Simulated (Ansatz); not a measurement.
A series of calculations on C3H11SbSi

Part 1: Relaxation

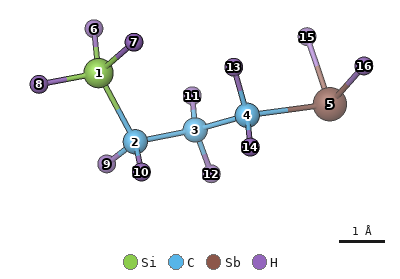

Starting structure of C₃H₁₁SbSi. Style: ball-and-stick. Shown at a tilt.

The run prepares an end point of a later path (torsion) calculation, from a guessed geometry.

Computed with RKS B3LYP/def2-SVP (Ansatz).

The input:
```yaml
crystal:
  periodic: [false, false, false]
  atoms:
    - { symbol: Si, position_ang: [-1.8127, -1.0125, -0.8896] }
    - { symbol: C, position_ang: [-0.0436, -1.3795, -0.6909] }
    - { symbol: C, position_ang: [0.7861, -0.1302, -0.4499] }
    - { symbol: C, position_ang: [0.7093, 0.439, 0.9716] }
    - { symbol: Sb, position_ang: [1.9665, 2.1044, 1.2643] }
    - { symbol: H, position_ang: [-2.0183, 0.0588, -1.9593] }
    - { symbol: H, position_ang: [-2.3892, -0.4538, 0.364] }
    - { symbol: H, position_ang: [-2.5504, -2.17, -1.2883] }
    - { symbol: H, position_ang: [0.3061, -1.8444, -1.5866] }
    - { symbol: H, position_ang: [0.0822, -2.107, 0.1605] }
    - { symbol: H, position_ang: [0.5747, 0.6542, -1.1659] }
    - { symbol: H, position_ang: [1.9056, -0.405, -0.5473] }
    - { symbol: H, position_ang: [-0.4546, 0.8086, 1.1088] }
    - { symbol: H, position_ang: [0.8452, -0.3371, 1.7505] }
    - { symbol: H, position_ang: [0.9737, 3.1222, 0.2529] }
    - { symbol: H, position_ang: [1.0966, 2.6297, 2.7494] }
basis:
  gaussian: { orbitals: def2-SVP }
hamiltonian:
  xc: b3lyp
relax:
  f_tol: 0.015
  max_steps: 40
output:
  orbitals: {}
```

Command:
```bash
ansatz run input.yaml --threads 2 --pin off --max-ram 3072MiB --backend cpu --events-out ev --progress --plain --runs-dir out
```

What does the optimiser find from here?

The largest move after the best rigid fit is that of H15, 0.29 Å. By element the largest moves are H 0.29 Å, Sb 0.14 Å, C 0.11 Å, Si 0.10 Å. Near-neighbour distances that change, for instance: C4–H13 1.229 → 1.100 Å, C4–Sb5 2.107 → 2.218 Å, Si1–C2 1.818 → 1.899 Å, Sb5–H16 1.799 → 1.727 Å. Among the angles between lasting bonds that change: C4–C3–H12 102.4° → 109.4°, C3–C4–H13 105.2° → 112.1°, Sb5–C4–H14 112.5° → 105.8°. After 6 accepted moves (7 points after the start) the energy has fallen by 14.7 kcal/mol. Largest force component: 4.5 eV/Å at the start, 0.0088 eV/Å at the end. The line search rejected the trial step at point 6 of the run. The forces were under the threshold at step 4, but the run went on from there.

History of the run:

```tsv
step	E − E(0), kcal/mol	largest force component, eV/Å	note
0	0.00	4.4773	
1	-11.94	1.0214	
2	-14.48	0.3220	
3	-14.72	0.0273	
4	-14.73	0.0075	
5	-14.74	0.0378	
6	-14.73	0.0229	rejected
7	-14.74	0.0088
```

Final geometry:

```xyz
16

Si   -1.9072   -1.0531   -0.8853
C    -0.0413   -1.3650   -0.7160
C     0.8558   -0.1435   -0.4247
C     0.6206    0.4979    0.9453
Sb    2.0266    2.1591    1.3749
H    -2.1630    0.0075   -1.9075
H    -2.5352   -0.6213    0.3992
H    -2.5791   -2.3119   -1.3272
H     0.2788   -1.8336   -1.6646
H     0.1071   -2.1383    0.0602
H     0.7101    0.6115   -1.2187
H     1.9120   -0.4590   -0.5057
H    -0.4007    0.8942    1.0460
H     0.7689   -0.2374    1.7539
H     1.1888    3.2779    0.3604
H     1.1350    2.6924    2.7540
```

After the run, drawn alike:

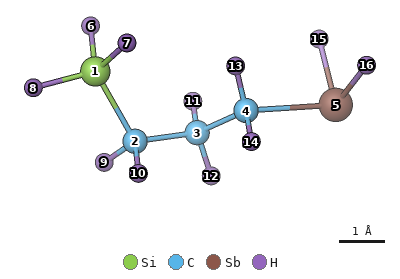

Part 2: Relaxation

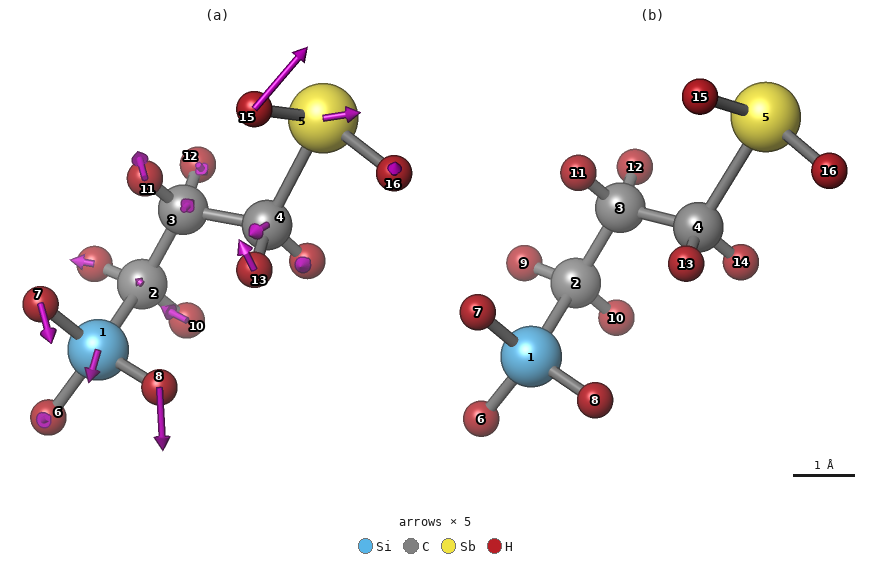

The structure of C₃H₁₁SbSi before (left) and after (right) a relaxation, at one scale. The purple arrows give the displacements, 5 times their true length.

Style: ball-and-stick. Shown from a free direction.

The run prepares an end point of a later path (torsion) calculation, from a guessed geometry.

All numbers below come from RKS B3LYP/def2-SVP in Ansatz. Set-up: no spin polarisation; force threshold 0.015 eV/Å; at most 40 steps.

### What changed between the two?

After 8 geometry steps the energy has fallen by 61.5 kJ/mol. Largest force component: 4.1 eV/Å at the start, 0.014 eV/Å at the end. The forces were under the threshold at step 5, but the run went on from there. The atom that moves furthest after the best rigid fit is H15 (0.27 Å). Largest moves by element: H 0.27 Å, Sb 0.13 Å, C 0.12 Å, Si 0.12 Å. Near-neighbour distances that change, for instance: C4–H13 1.229 → 1.100 Å, C4–Sb5 2.107 → 2.218 Å, Si1–C2 1.818 → 1.900 Å, Sb5–H16 1.799 → 1.727 Å. Bond angles that change, for instance: C4–C3–H12 102.4° → 109.4°, C3–C4–H13 105.2° → 112.1°, Sb5–C4–H14 112.5° → 105.7°.

Part 3: Path

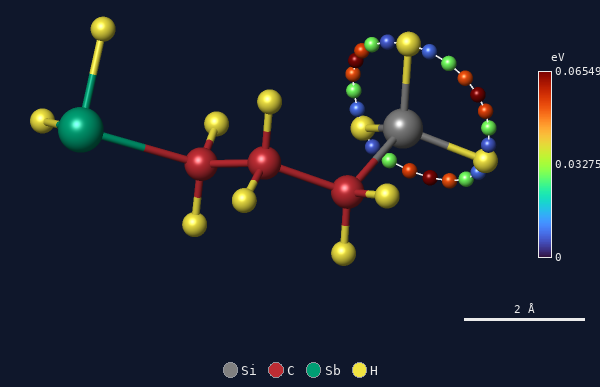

A search for the minimum-energy path of C₃H₁₁SbSi by the nudged elastic band. Images are numbered from 0 (start) to 8 (end). The start is drawn whole; smaller spheres mark the moving atoms (H) in the later images, joined by lines and coloured by the energy of the image relative to the start. A ball-and-stick model, seen from a free direction.

Level of theory: RKS B3LYP/def2-SVP in Ansatz. Set-up: 7 movable images; climbing image; force threshold 0.05 eV/Å; iteration limit 24; starting path by image-dependent pair potential.

What moves, how far, and at what cost in energy?

Answer. The motion is a rotation about the C–Si bond by about 120°. No bond forms or breaks between the ends. The barrier is about 0.065 eV in both directions, with image 4 at the top; the ends have the same energy. The band converged in 5 iterations. The largest component of the band force went from 0.94 to 0.044 eV/Å. The climbing image converged on the top of the path. Its vibrational analysis gives one imaginary mode (125i cm⁻¹), as a transition state must have.
